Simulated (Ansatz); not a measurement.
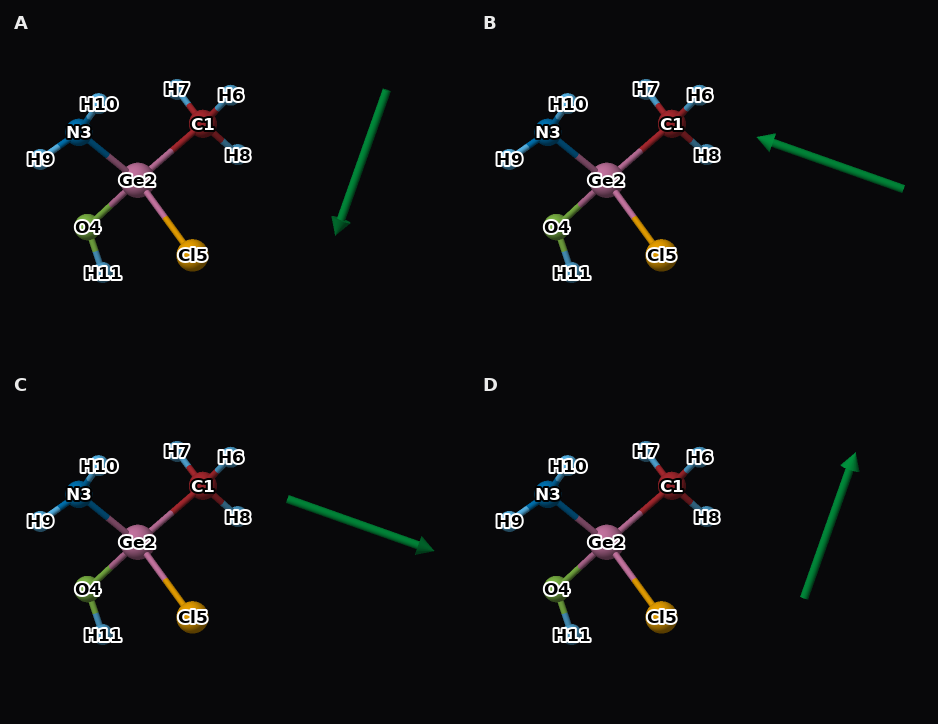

The same molecule four times, each with an arrow. The geometry was computed by an optimisation with PBE0-D4/def2-TZVP. No frequency run is at hand to confirm it as a minimum. Properties computed with RKS r2SCAN-D4/def2-TZVPP (Ansatz 0.2.0).

Question: Which arrow points along the dipole moment, from the negative to the positive end?

Answer: D. The dipole moment is 1.27 D; it points from the side of H11 to the side of H6 (the outermost atoms at the two ends).
